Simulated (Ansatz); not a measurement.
# CH5Al (AlH2Me) at 6 levels

Wanted: a comparison of 6 runs (HF/STO-3G, B3LYP/STO-3G, UB3LYP/STO-3G, MP2/STO-3G, BCCD(T)/STO-3G, CCSDT(Q)/STO-3G) of CH5Al (AlH2Me). 

The results are computed with Ansatz 0.2.0.

56 further runs of the same task are left out: 2 that didn't finish, 54 set aside as unsound or not needed.

## Step 1: The structure to begin with

The species is CH5Al (7 atoms), meant as a singlet with charge 0. As SMILES, `[H][Al]([H])[CH3]`. The H3–Al1 distance was set to 2.327 Å, away from the relaxed value. At this shape a bond of the SMILES string is far longer than usual.

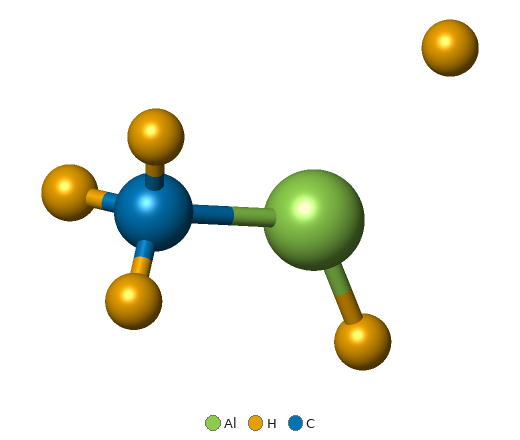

The structure, seen from a chosen angle (aluminium green, hydrogen amber, carbon blue).

## Step 2: A single-point energy at HF/STO-3G (run 1)

Contents of job.yaml:

```yaml
crystal:
  periodic: [false, false, false]
  atoms:
    - {symbol: Al, position_ang: [0.876882, 0.231201, 0.012149]}
    - {symbol: H, position_ang: [2.424252, 0.335951, 0.054459]}
    - {symbol: H, position_ang: [-0.157080, 2.315610, -0.032820]}
    - {symbol: C, position_ang: [-0.112158, -1.489319, 0.012239]}
    - {symbol: H, position_ang: [-0.233968, -1.918619, -0.990111]}
    - {symbol: H, position_ang: [-1.124598, -1.385069, 0.423819]}
    - {symbol: H, position_ang: [0.394532, -2.258419, 0.610189]}
basis:
  gaussian: {orbitals: STO-3G}
hamiltonian: {xc: hf}
accuracy: high
```

Command:

```sh
$ ansatz run job.yaml --threads 1 --pin off --max-ram 2610MiB --events-out events.jsonl --progress --plain --runs-dir runs
```

Standard output:

```text
Warning: RAYON_NUM_THREADS=1 ignored (pool sized by the plan → 1); use --threads N
Functional definition: HF
  name "HF"
  exchange = exact_x
  correlation = 0
334 factors; integrals over basis functions are off by at most 1.5e-8 eV
mean field evaluation 1: about -7594.5861 eV, gradient 1.7e1 eV
mean field evaluation 2: about -7594.6175 eV, gradient 1.7e1 eV
mean field evaluation 4: about -7596.6124 eV, gradient 1.2e0 eV
mean field evaluation 8: about -7596.6175 eV, gradient 1.5e-5 eV
mean field -7596.61747972 eV, -279.1705432073 hartree, gradient 7.0e-9 eV, S^2 0.000000; 0 other end points of the search recorded, 0 dependent functions left out
reference -7596.61747972 eV, -279.1705432073 hartree; 12, 12 occupied and 7, 7 virtual orbitals, 334 factors
Total energy: -7596.61747972 eV, -279.1705432073 hartree
```

Wall time 0.08 s (1 thread of Arm Neoverse V2, shared host).

## Step 3: The energy at B3LYP/STO-3G (run 2)

Contents of in.yaml:

```yaml
basis:
  gaussian:
    orbitals: STO-3G
crystal:
  periodic: [false, false, false]
  atoms:
    - symbol: Al
      position_ang: [0.876882, 0.231201, 0.012149]
    - symbol: H
      position_ang: [2.424252, 0.335951, 0.054459]
    - symbol: H
      position_ang: [-0.157080, 2.315610, -0.032820]
    - symbol: C
      position_ang: [-0.112158, -1.489319, 0.012239]
    - symbol: H
      position_ang: [-0.233968, -1.918619, -0.990111]
    - symbol: H
      position_ang: [-1.124598, -1.385069, 0.423819]
    - symbol: H
      position_ang: [0.394532, -2.258419, 0.610189]
hamiltonian:
  xc: {name: B3LYP}
accuracy: high
```

Command:

```sh
$ ansatz run in.yaml --threads 1 --pin off --max-ram 2610MiB --events-out events.jsonl --progress --plain --runs-dir runs
```

Standard output:

```text
Warning: RAYON_NUM_THREADS=1 ignored (pool sized by the plan → 1); use --threads N
Functional definition: B3LYP
  name "B3LYP"
  parameter a0 = 0.2
  parameter ax = 0.72
  parameter ac = 0.81
  exchange = (1 - a0 - ax)*slater_x + ax*b88_x + a0*exact_x
  correlation = (1 - ac)*vwn_rpa_c + ac*lyp_c
334 factors; integrals over basis functions are off by at most 1.5e-8 eV
mean field evaluation 1: about -7616.7370 eV, gradient 2.5e1 eV
mean field evaluation 2: about -7612.7422 eV, gradient 3.2e1 eV
mean field evaluation 4: about -7620.0576 eV, gradient 9.8e-1 eV
mean field evaluation 8: about -7619.9897 eV, gradient 5.2e-3 eV
mean field evaluation 16: about -7619.9897 eV, gradient 8.4e-8 eV
mean field -7619.98965563 eV, -280.0294548301 hartree, gradient 8.4e-8 eV, S^2 0.000000; 0 other end points of the search recorded, 0 dependent functions left out
reference -7619.98968693 eV, -280.0294559801 hartree; 12, 12 occupied and 7, 7 virtual orbitals, 334 factors
Total energy: -7619.98968693 eV, -280.0294559801 hartree
```

Run time: 1.1 s. Hardware: 1 thread of Arm Neoverse V2, shared host; peak memory 0.099 GiB.

Runs 3 to 5 aren't shown in full; the table further down has their settings and results.

## Step 4: The energy at CCSDT(Q)/STO-3G (run 6)

in.yaml: that of step 3 with these lines changed.

```diff
@@ -1,4 +1 @@
-basis:
-  gaussian:
-    orbitals: STO-3G
 crystal:
@@ -20,4 +17,8 @@
       position_ang: [0.394532, -2.258419, 0.610189]
-hamiltonian:
-  xc: {name: B3LYP}
+basis:
+  gaussian: {orbitals: STO-3G}
+magnetization: {spin_polarized: false}
+scf: {omitted_lower_state_checks: [cluster_reference, increment]}
 accuracy: high
+correlation: {method: ccsdt_q, frozen_orbitals: {Al: 5, C: 1, H: 0}}
+total_charge: 0
```

Command:

```sh
$ ansatz run in.yaml --threads 1 --pin off --max-ram 2610MiB --events-out events.jsonl --progress --plain --runs-dir runs
```

Standard output, shortened:

```text
Warning: RAYON_NUM_THREADS=1 ignored (pool sized by the plan → 1); use --threads N
[... 2 set-up lines as earlier in the session ...]
[...]
334 factors; integrals over basis functions are off by at most 1.5e-8 eV
[...]
mean field -7596.61747972 eV, -279.1705432073 hartree, gradient 7.0e-9 eV, S^2 0.000000; 0 other end points of the search recorded, 0 dependent functions left out; unrestricted orbitals would lower it
6 core orbitals not correlated: weight in the atoms' cores, before any rotation towards them, 1.000 or more for the frozen orbitals, at most 0.000 for the correlated occupied ones
reference -7596.61747972 eV, -279.1705432073 hartree; 6, 6 occupied and 7, 7 virtual orbitals, 334 factors
second order -2.84341571 eV of doubles, -0.00000000 eV of singles
cycle   1  -3.61540012 eV  change   -7.7e-1 eV  update   1.0e-1
[...]
cycle  24  -4.21441527 eV  change  -9.4e-10 eV  update  8.9e-10
perturbative correction -0.00184006 eV, -0.0000676211 hartree
Total energy: -7600.83373505 eV, -279.3254877328 hartree
Checks for a lower state left out: cluster_reference, increment
```

Wall time 0.26 s (1 thread of Arm Neoverse V2, shared host).

## Step 5: All runs side by side

| run | level | frozen core orbitals | energy (Eh) | wall time |
| --- | --- | --- | --- | --- |
| 1 | HF/STO-3G | – | -279.170543 | 0.08 s |
| 2 | B3LYP/STO-3G | – | -280.029456 | 1.1 s |
| 3 | UB3LYP/STO-3G | – | -280.029456 | 1.9 s |
| 4 | MP2/STO-3G | 6 | -279.275037 | 0.1 s |
| 5 | BCCD(T)/STO-3G | 6 | -279.324749 | 0.16 s |
| 6 | CCSDT(Q)/STO-3G | 6 | -279.325488 | 0.26 s |

## Step 6: What came out

| quantity | value |
| --- | --- |
| run 6: total energy | -279.32549 Eh |
| run 6: correlation energy (6 core orbitals frozen) | -154.9 mEh |
| run 6: T1 diagnostic | 0.020 |

**Reading.** Below the HF energy at the same shape and in the same basis (STO-3G): MP2 -104.5 mEh; BCCD(T) -154.2 mEh; CCSDT(Q) -154.9 mEh. In runs 4, 5, 6 the log says that unrestricted orbitals would lower the reference, so the values rest on an unstable closed-shell determinant (other closed-shell runs at this shape may share the fault). In runs 1, 2, 3, 4, 5, 6 the basis is minimal, so the values are rough. All runs together took 3.7 s, the longest 1.9 s.
